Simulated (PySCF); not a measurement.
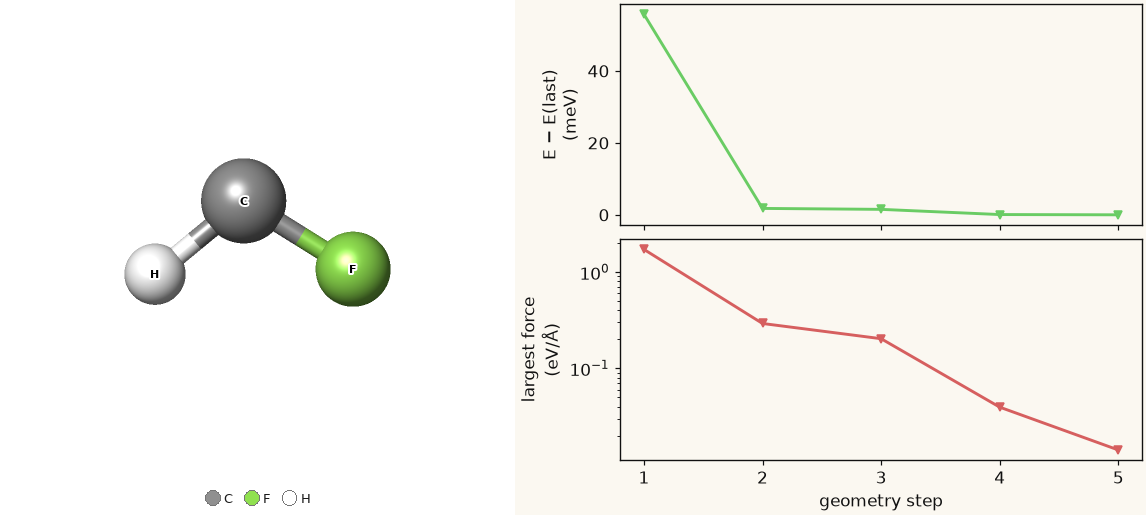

Beside the plot: the molecule at the start.

History of a geometry optimisation. The run: HCF, by PBE0-D3(BJ)/def2-SVP, geometry optimisation (PySCF).

The optimisation met its thresholds at geometry 5, counting the start as the first. The energy fell by about 56 meV from the first step to the last. The largest force goes from about 1.7 eV/Å at the start to 0.014 eV/Å at the end.
